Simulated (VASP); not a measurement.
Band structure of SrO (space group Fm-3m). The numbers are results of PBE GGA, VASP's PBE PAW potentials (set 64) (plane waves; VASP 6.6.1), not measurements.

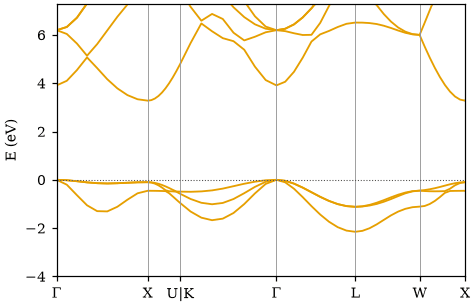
Bands along high-symmetry lines, zero at the valence-band maximum or, without a gap, the Fermi level

**Question.** Read the plot: is there a gap, and where are the band edges?

**Answer.** The gap is indirect, 3.28 eV, from the valence maximum at Γ to the conduction minimum at X.

The structure is a typed SrO crystal (Fm-3m). The cell was not relaxed at this level.
